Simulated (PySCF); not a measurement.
Species, as SMILES: [Si-]#[O+] (O-Si).
Geometry (B3LYP-D3(BJ)/def2-TZVP, fixed):
```xyz
2

Si     0.0000     0.0000    -0.5502
O      0.0000     0.0000     0.9629
```

Basis-set convergence of the lowest singlet excitation energy at PBE with PySCF. Tamm-Dancoff approximation; the state is taken by its order, and sets in which it differs in degeneracy or brightness are left out, yet its character can still change. All functions are spherical. Density fitting with generated auxiliary sets. No added dispersion term, no relativity. Reference: the value in aug-pcseg-3, 5.220 eV, itself unsure by roughly 0.008 eV (its mean distance from aug-cc-pV(Q+d)Z, aug-pcseg-2, aug-cc-pV(T+d)Z). Deviations are taken from unrounded values. Cost is core time over that of def2-TZVP, rough, on shared machines of one kind; a dash marks a row that isn't timed (too short, read off another run, short of memory, by another algorithm or on other hardware).

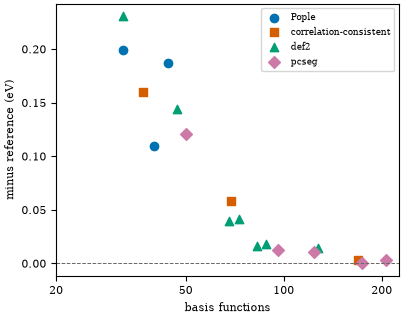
*Deviation from the reference against the number of basis functions, by family of sets.*

| basis | functions | lowest singlet excitation energy (eV) | minus reference (eV) | cost |
|---|---|---|---|---|
| 6-31G** | 32 | 5.420 | 0.199 | - |
| def2-SVP | 32 | 5.451 | 0.231 | - |
| cc-pV(D+d)Z | 37 | 5.380 | 0.159 | - |
| 6-31+G* | 40 | 5.330 | 0.110 | - |
| 6-311G** | 44 | 5.407 | 0.187 | - |
| def2-SVPD | 47 | 5.364 | 0.144 | - |
| aug-pcseg-1 | 50 | 5.341 | 0.121 | - |
| def2-TZVP | 68 | 5.260 | 0.040 | 1× |
| cc-pV(T+d)Z | 69 | 5.278 | 0.058 | 0.8× |
| def2-TZVPP | 73 | 5.262 | 0.042 | 1× |
| def2-TZVPD | 83 | 5.236 | 0.016 | 2× |
| def2-TZVPPD | 88 | 5.238 | 0.018 | 2× |
| aug-pcseg-2 | 96 | 5.233 | 0.012 | 2× |
| pcseg-3 | 124 | 5.230 | 0.010 | 4× |
| def2-QZVPP | 127 | 5.235 | 0.014 | 3× |
| aug-cc-pV(Q+d)Z | 169 | 5.224 | 0.003 | 5× |
| aug-pcseg-3 | 174 | 5.220 | 0.000 | 6× |
| pcseg-4 | 206 | 5.223 | 0.003 | 10× |
